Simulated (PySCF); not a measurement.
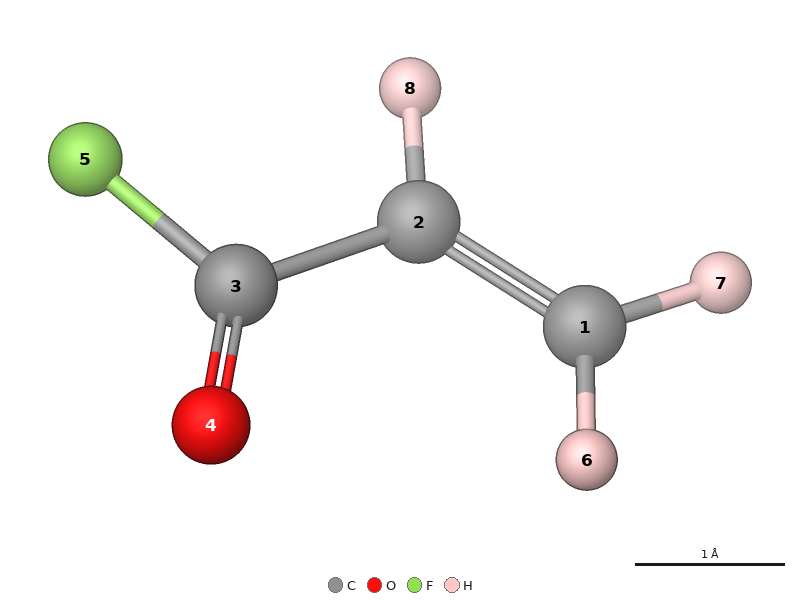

Orthographic view. Distant atoms are faded towards the background colour. Computed geometry: PBE0-D3(BJ)/def2-TZVP optimisation. No frequency run is at hand to confirm it as a minimum.

Write a MOL file (V2000) with the atoms in numerical order, bonds sorted by atom number with the orders drawn, and coordinates in the frame of the picture: x right, y up, z towards the viewer, origin at the mean position.

```
C3H3FO
                    3D

  8  7  0  0  0  0  0  0  0  0999 V2000
    1.2000   -0.3100   -0.1700 C   0  0  0  0  0  0  0  0  0  0  0  0
    0.0800    0.4000   -0.3000 C   0  0  0  0  0  0  0  0  0  0  0  0
   -1.1500   -0.0300    0.3900 C   0  0  0  0  0  0  0  0  0  0  0  0
   -1.3200   -0.9700    1.0800 O   0  0  0  0  0  0  0  0  0  0  0  0
   -2.1600    0.8200    0.1200 F   0  0  0  0  0  0  0  0  0  0  0  0
    1.2100   -1.2000    0.4400 H   0  0  0  0  0  0  0  0  0  0  0  0
    2.1100   -0.0100   -0.6600 H   0  0  0  0  0  0  0  0  0  0  0  0
    0.0200    1.3000   -0.9000 H   0  0  0  0  0  0  0  0  0  0  0  0
  1  2  2  0
  1  6  1  0
  1  7  1  0
  2  3  1  0
  2  8  1  0
  3  4  2  0
  3  5  1  0
M  END
```
